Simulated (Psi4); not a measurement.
**UCAM-B3LYP/cc-pVDZ (density fitting with cc-pvqz-jkfit, sweep point 5) run of CF (SMILES [C]F)**

Wanted: a structure relaxation of CF. 

The results are computed with Psi4 1.11.

## (1) The molecule

CF has 2 atoms, charge 0, and is taken as a doublet. SMILES: `[C]F`. The shape is that of a PBE0-D4/def2-TZVP optimisation. The run starts from this shape.

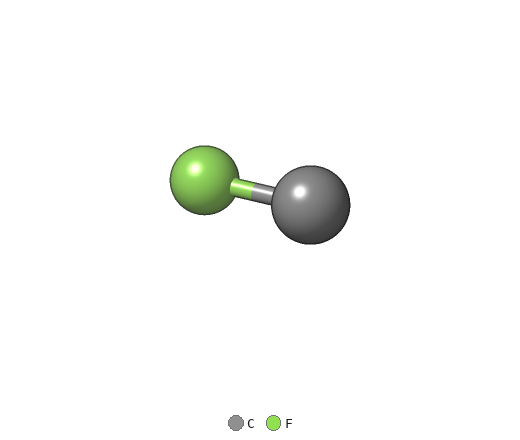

Viewed from a chosen angle; carbon grey, fluorine green.

## (2) A geometry optimisation at UCAM-B3LYP/cc-pVDZ (density fitting with cc-pvqz-jkfit, sweep point 5)

File cf.dat:

```
memory 1.6 GB

molecule mol {
  0 2
  C      0.000000     0.000000     0.003080
  F      0.000000     0.000000     1.271320
  units angstrom
  symmetry c1
}

set reference uks
set puream true
set scf_type df
set dft_radial_points 99
set dft_spherical_points 590
set df_basis_scf cc-pvqz-jkfit
set g_convergence gau_tight
set geom_maxiter 50
set maxiter 100

e_tot = optimize("cam-b3lyp/cc-pVDZ")
print_variables()
```

The run is started by

```
$ psi4 -n 1 cf.dat cf.out
```

cf.out:

```text
Psi4 1.11 release

gradient() will perform analytic gradient computation.

   => Loading Basis Set <=

    Name: CC-PVDZ
    Role: ORBITAL
    Keyword: BASIS

         ---------------------------------------------------------
                                   SCF
                              UKS Reference
                        1 Threads,   1525 MiB Core
         ---------------------------------------------------------

  ==> Geometry <==

    Molecular point group: c1
    Full point group: C_inf_v

    Geometry (in Angstrom), charge = 0, multiplicity = 2:

       Center              X                  Y                   Z               Mass
    ------------   -----------------  -----------------  -----------------  -----------------
         C            0.000000000000     0.000000000000    -0.777283097475    12.000000000000
         F            0.000000000000     0.000000000000     0.490956902525    18.998403162730

  Running in c1 symmetry.

  Rotational constants: A = ************  B =      1.42506  C =      1.42506 [cm^-1]
  Rotational constants: A = ************  B =  42722.36468  C =  42722.36468 [MHz]
  Nuclear repulsion =   22.531673323803066

  Charge       = 0
  Multiplicity = 2
  Electrons    = 15
  Nalpha       = 8
  Nbeta        = 7

  ==> Algorithm <==

  SCF Algorithm Type is DF.
  DIIS enabled.
  MOM disabled.
  Fractional occupation disabled.
  Guess Type is SAD.
  Energy threshold   = 1.00e-08
  Density threshold  = 1.00e-08
  Integral threshold = 1.00e-12

  ==> Primary Basis <==

  Basis Set: CC-PVDZ
    Blend: CC-PVDZ
    Number of shells: 12
    Number of basis functions: 28
    Number of Cartesian functions: 30
    Spherical Harmonics?: true
    Max angular momentum: 2

  ==> DFT Potential <==

   => LibXC <=

    Version 7.1.2

   => Composite Functional: CAM-B3LYP <=

    CAM-B3LYP Hyb-GGA Exchange-Correlation Functional

    Deriv               =              1
    GGA                 =           TRUE
    Meta                =          FALSE

    Exchange Hybrid     =           TRUE
    MP2 Hybrid          =          FALSE

   => Exchange Functionals <=

    0.3500         Becke 88 [omega = 0.3300]
    0.4600   Short-range recipe for B88 functional - erf [omega = 0.3300]

   => Exact (HF) Exchange <=

    0.4600            HF,LR [omega = 0.3300]
    0.1900               HF

   => Correlation Functionals <=

    0.1900   Vosko, Wilk & Nusair (VWN5)
    0.8100   Lee, Yang & Parr

   => LibXC Density Thresholds  <==

    XC_HYB_GGA_XC_CAM_B3LYP:  1.00E-14

   => Molecular Quadrature <=

    Radial Scheme          =       TREUTLER
    Pruning Scheme         =           NONE
    Nuclear Scheme         =       TREUTLER

    Blocking Scheme        =         OCTREE
    BS radius alpha        =              1
    Pruning alpha          =              1
    Radial Points          =             99
    Spherical Points       =            590
    Total Points           =         111472
    Total Blocks           =            906
    Max Points             =            256
    Max Functions          =             28
    Weights Tolerance      =       1.00E-15

   => Loading Basis Set <=

    Name: CC-PVQZ-JKFIT
    Role: JKFIT
    Keyword: DF_BASIS_SCF

  ==> Integral Setup <==

  DFHelper Memory: AOs need 0.004 GiB; user supplied 1.031 GiB.
  SCF_SUBTYPE=INCORE selected. In-core MEM_DF algorithm will be used.
  Using in-core AOs.

  ==> MemDFJK: Density-Fitted J/K Matrices <==

    J tasked:                   Yes
    K tasked:                   Yes
    wK tasked:                  Yes
    Omega:                3.300E-01
    Memory [MiB]:              1055
    Algorithm:                 Core
    Schwarz Cutoff:           1E-12
    Mask sparsity (%):       0.0000
    Fitting Condition:        1E-10

   => Auxiliary Basis Set <=

  Basis Set: CC-PVQZ-JKFIT
    Blend: CC-PVQZ-JKFIT
    Number of shells: 56
    Number of basis functions: 212
    Number of Cartesian functions: 284
    Spherical Harmonics?: true
    Max angular momentum: 5

  Cached 100.0% of DFT collocation blocks in 0.087 [GiB].

  Minimum eigenvalue in the overlap matrix is 3.8946348004E-02.
  Reciprocal condition number of the overlap matrix is 1.3645276492E-02.
    Using symmetric orthogonalization.

  ==> Pre-Iterations <==

  SCF Guess: Superposition of Atomic Densities via on-the-fly atomic UHF (no occupation information).

   -------------------------
    Irrep   Nso     Nmo
   -------------------------
     A         28      28
   -------------------------
    Total      28      28
   -------------------------

  ==> Iterations <==

                           Total Energy        Delta E     RMS |[F,P]|

   @DF-UKS iter SAD:  -137.27357761241248   -1.37274e+02   0.00000e+00
   @DF-UKS iter   1:  -137.73107123210937   -4.57494e-01   5.25505e-03 DIIS/ADIIS
   @DF-UKS iter   2:  -137.74359661200651   -1.25254e-02   1.38254e-03 DIIS/ADIIS
   @DF-UKS iter   3:  -137.74433683083132   -7.40219e-04   2.72718e-04 DIIS/ADIIS
   @DF-UKS iter   4:  -137.74438015981829   -4.33290e-05   2.34440e-04 DIIS/ADIIS
   @DF-UKS iter   5:  -137.74439666067272   -1.65009e-05   8.14981e-05 DIIS
   @DF-UKS iter   6:  -137.74439936107140   -2.70040e-06   1.79665e-05 DIIS
   @DF-UKS iter   7:  -137.74439977163462   -4.10563e-07   4.28914e-06 DIIS
   @DF-UKS iter   8:  -137.74439980152616   -2.98915e-08   1.11388e-06 DIIS
   @DF-UKS iter   9:  -137.74439980376414   -2.23798e-09   2.15535e-07 DIIS
   @DF-UKS iter  10:  -137.74439980385031   -8.61746e-11   3.43497e-08 DIIS
   @DF-UKS iter  11:  -137.74439980385162   -1.30740e-12   5.41979e-09 DIIS
  Energy and wave function converged.

  ==> Post-Iterations <==

[... 6 lines left out ...]
   @S^2 Expected:                7.500000000E-01
[... 2 lines left out ...]
   @S   Observed:                5.000000000E-01
[... 47 lines left out ...]
    Nuclear Repulsion Energy =             22.5316733238030658
[... 2 lines left out ...]
    DFT Exchange-Correlation Energy =     -11.6303587405660274
[... 2 lines left out ...]
    Total Energy =                       -137.7443998038516213
[... 25 lines left out ...]
 Dipole Z            :          0.7810625           -0.4631463            0.3179163
[... 107 lines left out ...]
	Measures of convergence in internal coordinates in au.
[... 78 lines left out ...]
    Weights Tolerance      =       1.00E-15
[... 42 lines left out ...]
   @DF-UKS iter   1:  -137.74445725746403   -6.52307e-03   2.59721e-04 DIIS/ADIIS
[... 2 lines left out ...]
   @DF-UKS iter   4:  -137.74447582667014   -3.36942e-08   2.38636e-06 DIIS
[... 2 lines left out ...]
   @DF-UKS iter   7:  -137.74447582944399   -3.53282e-11   4.17668e-08 DIIS
[... 2 lines left out ...]
  Energy and wave function converged.
[... 10 lines left out ...]
   @S^2 Observed:                7.529672075E-01
[... 3 lines left out ...]
    Final Occupation by Irrep:
[... 11 lines left out ...]
    One-Electron Energy =                -233.9003942493114891
[... 2 lines left out ...]
    Empirical Dispersion Energy =           0.0000000000000000
[... 25 lines left out ...]
 Dipole X            :          0.0000000            0.0000000            0.0000000
[... 41 lines left out ...]
    Weights Tolerance      =       1.00E-15
[... 40 lines left out ...]
	   Step    Total Energy     Delta E     Max Force     RMS Force      Max Disp      RMS Disp
[... 82 lines left out ...]
                           Total Energy        Delta E     RMS |[F,P]|
[... 3 lines left out ...]
   @DF-UKS iter   2:  -137.74447747881422    3.36181e-06   1.76724e-04 DIIS/ADIIS
[... 2 lines left out ...]
   @DF-UKS iter   5:  -137.74448514847290   -5.86908e-10   2.79171e-07 DIIS
[... 2 lines left out ...]
   @DF-UKS iter   8:  -137.74448514853512   -7.10543e-13   5.26749e-09 DIIS
[... 10 lines left out ...]
   @S^2 Expected:                7.500000000E-01
[... 2 lines left out ...]
   @S   Observed:                5.000000000E-01
[... 12 lines left out ...]
    Nuclear Repulsion Energy =             22.3622921653934483
[... 2 lines left out ...]
    DFT Exchange-Correlation Energy =     -11.6263037271550260
[... 2 lines left out ...]
    Total Energy =                       -137.7444851485351194
[... 25 lines left out ...]
 Dipole Z            :          0.7635762           -0.4666544            0.2969219
[... 75 lines left out ...]
	Measures of convergence in internal coordinates in au.
[... 70 lines left out ...]
                           Total Energy        Delta E     RMS |[F,P]|
[... 3 lines left out ...]
   @DF-UKS iter   2:  -137.74448515015700    3.51301e-09   5.71951e-06 DIIS
[... 2 lines left out ...]
   @DF-UKS iter   5:  -137.74448515819063   -5.68434e-13   9.04956e-09 DIIS
[... 10 lines left out ...]
   @S^2 Expected:                7.500000000E-01
[... 2 lines left out ...]
   @S   Observed:                5.000000000E-01
[... 47 lines left out ...]
    Nuclear Repulsion Energy =             22.3605132056936959
[... 2 lines left out ...]
    DFT Exchange-Correlation Energy =     -11.6262614092319385
[... 2 lines left out ...]
    Total Energy =                       -137.7444851581906278
[... 1 line left out ...]
  UHF NO Occupations:
  HONO-2 :    6  A 1.9997802
  HONO-1 :    7  A 1.9988523
  HONO-0 :    8  A 1.0000000
  LUNO+0 :    9  A 0.0011477
  LUNO+1 :   10  A 0.0002198
  LUNO+2 :   11  A 0.0000973
  LUNO+3 :   12  A 0.0000183

Computation Completed

Properties will be evaluated at   0.000000,   0.000000,   0.000000 [a0]

Properties computed using the SCF density matrix

 Multipole Moments:

 ------------------------------------------------------------------------------------
     Multipole            Electronic (a.u.)      Nuclear  (a.u.)        Total (a.u.)
 ------------------------------------------------------------------------------------

 L = 1.  Multiply by 2.5417464519 to convert [e a0] to [Debye]
 Dipole X            :         -0.0000000            0.0000000           -0.0000000
 Dipole Y            :         -0.0000000            0.0000000           -0.0000000
 Dipole Z            :          0.7633909           -0.4666915            0.2966995
 Magnitude           :                                                    0.2966995

 ------------------------------------------------------------------------------------

	total time  =          3 seconds =       0.05 minutes

         ------------------------------------------------------------
                                   SCF GRAD
         ------------------------------------------------------------

  ==> Geometry <==

    Molecular point group: c1
    Full point group: C_inf_v

    Geometry (in Angstrom), charge = 0, multiplicity = 2:

       Center              X                  Y                   Z               Mass
    ------------   -----------------  -----------------  -----------------  -----------------
         C            0.000000000000     0.000000000000    -0.783232865512    12.000000000000
         F            0.000000000000     0.000000000000     0.494714966602    18.998403162730

  Nuclear repulsion =   22.360513205693696

   => Molecular Quadrature <=

    Radial Scheme          =       TREUTLER
    Pruning Scheme         =           NONE
    Nuclear Scheme         =       TREUTLER

    Blocking Scheme        =         OCTREE
    BS radius alpha        =              1
    Pruning alpha          =              1
    Radial Points          =             99
    Spherical Points       =            590
    Total Points           =         111473
    Total Blocks           =            907
    Max Points             =            256
    Max Functions          =             28
    Weights Tolerance      =       1.00E-15

  -Total Gradient:
     Atom            X                  Y                   Z
    ------   -----------------  -----------------  -----------------
       1        0.000000000000     0.000000000000     0.000002407524
       2        0.000000000000    -0.000000000000    -0.000004015727

	total time  =          1 seconds =       0.02 minutes

    			-----------------------------------------

    			 OPTKING 3.0: for geometry optimizations

    			        with contributions from

    			-----------------------------------------

	                            ===> Fragment 1 <==

	 Z (Atomic Numbers)          Masses                          Geom
	       6.000000            12.000000          0.00000000  0.00000000 -1.48009561
	       9.000000            18.998403          0.00000000  0.00000000  0.93487580

	 - Coordinate -           - BOHR/RAD -       - ANG/DEG -
	 R(1,2)           =         2.414971           1.277948

	        --- Internal Coordinate Step in ANG or DEG, aJ/ANG or AJ/DEG ---
	-------------------------------------------------------------------------------
	           Coordinate      Previous         Force          Change          New
	           ----------      --------        ------          ------        ------
	               R(1,2)       1.27795        0.00003        0.00000       1.27795
	-------------------------------------------------------------------------------

	                                 ==> Convergence Check <==

	Measures of convergence in internal coordinates in au.

	Criteria marked as inactive (o), active & met (*), and active & unmet ( ).

	----------------------------------------------------------------------------------------------
	   Step    Total Energy     Delta E     Max Force     RMS Force      Max Disp      RMS Disp
	----------------------------------------------------------------------------------------------
	  Convergence Criteria              o    1.50e-05 *    1.00e-05 *    6.00e-05 *    4.00e-05 *
	----------------------------------------------------------------------------------------------
	     4    -137.74448516   -9.66e-09 o    3.21e-06 *    3.21e-06 *    6.27e-06 *    6.27e-06 *  ~
	----------------------------------------------------------------------------------------------

Next Geometry in Ang
	Fragment 1 (Ang)

	    C   0.0000000000   0.0000000000  -0.7832345233
	    F   0.0000000000   0.0000000000   0.4947166244

    Final optimized geometry and variables:
    Molecular point group: c1
    Full point group: C_inf_v

    Geometry (in Angstrom), charge = 0, multiplicity = 2:

    C            0.000000000000     0.000000000000    -0.783232865512
    F            0.000000000000     0.000000000000     0.494714966602

  Variable Map:
  ----------------------------------------------------------------------------
  "CURRENT ENERGY"              =>    -137.744485158191
  "CURRENT REFERENCE ENERGY"    =>    -137.744485158191
  "DD SOLVATION ENERGY"         =>       0.000000000000
  "DFT FUNCTIONAL TOTAL ENERGY" =>    -137.744485158191
  "DFT TOTAL ENERGY"            =>    -137.744485158191
  "DFT VV10 ENERGY"             =>       0.000000000000
  "DFT XC ENERGY"               =>     -11.626261409232
  "GRID ELECTRONS ALPHA"        =>       7.999999961340
  "GRID ELECTRONS BETA"         =>       6.999999963153
  "GRID ELECTRONS TOTAL"        =>      14.999999924493
  "NUCLEAR REPULSION ENERGY"    =>      22.360513205694
  "ONE-ELECTRON ENERGY"         =>    -233.797782132579
  "OPTIMIZATION ITERATIONS"     =>       4.000000000000
  "PCM POLARIZATION ENERGY"     =>       0.000000000000
  "PE ENERGY"                   =>       0.000000000000
  "SCF ITERATION ENERGY"        =>    -137.744485158191
  "SCF ITERATIONS"              =>       5.000000000000
  "SCF TOTAL ENERGY"            =>    -137.744485158191
  "TWO-ELECTRON ENERGY"         =>      85.319045177926
  "XC GRID RADIAL POINTS"       =>      99.000000000000
  "XC GRID SPHERICAL POINTS"    =>     590.000000000000
  "XC GRID TOTAL POINTS"        =>  111473.000000000000

  Array Variable Map:
  ----------------------------------------------------------------------------
  "CURRENT DIPOLE"              =>      -0.000000000000 ... 0.296699454045 1 by 3
  "CURRENT GRADIENT"            =>       0.000000000000 ... -0.000004015727 2 by 3
  "DFT TOTAL GRADIENT"          =>       0.000000000000 ... -0.000004015727 2 by 3
  "SCF DIPOLE"                  =>      -0.000000000000 ... 0.296699454045 1 by 3
  "SCF TOTAL ENERGIES"          =>    -137.744383472708 ... -137.744485158191 1 by 6
  "SCF TOTAL GRADIENT"          =>       0.000000000000 ... -0.000004015727 2 by 3

    Psi4 run time: 0:00:21.35

[set-up sections that repeat, and orbital energies of the middle runs, are left out above]
```

On the terminal:

```text
Optimizer: Optimization complete!
```

It took 23 s on 1 thread of Intel Xeon Platinum 8259CL at 2.50GHz (Skylake/Cascade Lake), shared host; peak memory 0.35 GiB.

Steps, from the record of the run:

```
step  energy from the first frame kept (eV)  largest force (eV/Å)
   0                                 0.0000                0.4838
   1                                -0.0021                0.1576
   2                                -0.0023                0.0051
   3                                -0.0023                0.0002
```

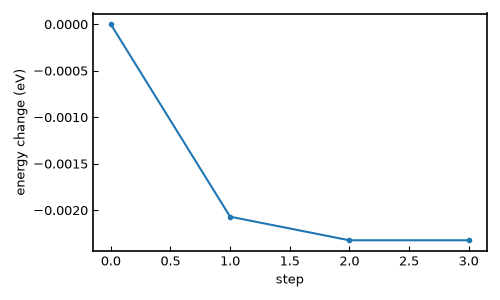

Energy along the run.

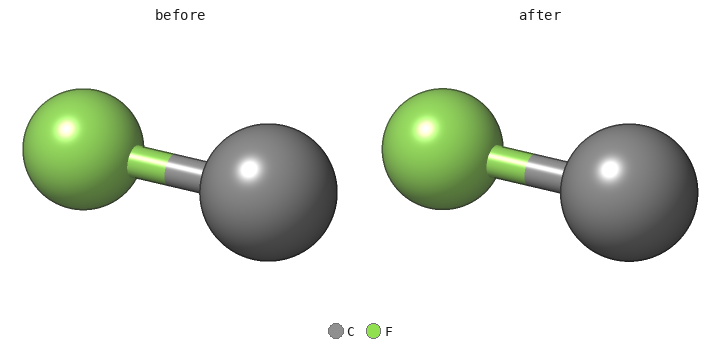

Before and after, at one scale.

After the run. Bond lengths: C1–F2 1.278 Å.

## (3) Summary of results

At UCAM-B3LYP/cc-pVDZ (density fitting with cc-pvqz-jkfit, sweep point 5):

```
                          quantity          value
           total energy at the end  -137.74449 Eh
                     dipole moment         0.75 D
HOMO energy (highest over α and β)       -7.49 eV
 LUMO energy (lowest over α and β)       -1.11 eV
                       bond length        1.278 Å
                              ⟨S²⟩          0.753
```

At the final geometry: Bond lengths: C1–F2 1.278 Å. The optimisation took 4 steps and changed the energy by -0.002 eV.
